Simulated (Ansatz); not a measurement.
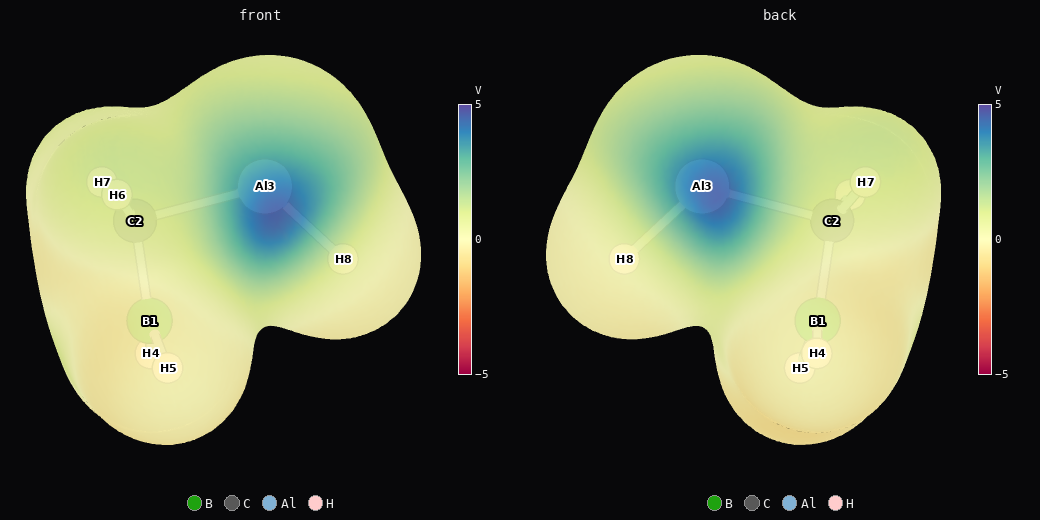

Figure. CH5AlB (doublet). The electrostatic potential painted on the density surface at 0.004 e/bohr³, seen from the front and from behind; the colour scale runs from red (negative) to blue (positive).

The calculation used Ansatz, UKS revPBE-D4/def2-SVP.

The calculation's input:

```
crystal:
  periodic: [false, false, false]
  atoms:
    - { symbol: B, position_ang: [-0.77094, 0.49258, -0.79173] }
    - { symbol: C, position_ang: [0.38285, 0.53452, 0.21464] }
    - { symbol: Al, position_ang: [0.93532, -1.22533, 1.09299] }
    - { symbol: H, position_ang: [-0.55973, 0.29653, -1.92904] }
    - { symbol: H, position_ang: [-1.87924, 0.62188, -0.42945] }
    - { symbol: H, position_ang: [-0.26638, 1.43631, -0.31876] }
    - { symbol: H, position_ang: [1.35428, 0.84273, -0.20289] }
    - { symbol: H, position_ang: [0.34633, -2.69872, 0.92846] }
magnetization:
  spin_polarized: true
  initial_magnetization: 1
basis:
  gaussian: { orbitals: def2-SVP }
hamiltonian:
  xc: revpbe
  dispersion: d4
relax:
  f_tol: 0.02
  max_steps: 50
output:
  orbitals: {}
```

Command:

```sh
ansatz run input.yaml --threads 2 --pin off --max-ram 3072MiB --backend cpu --events-out ev --progress --plain --runs-dir out
```

The fields are those of the run's last geometry, not of the input's.

Question: Describe the electrostatic potential map.

Answer: The most negative region (about −0.9 V) lies over H5, the most positive (about +4.5 V) over Al3.
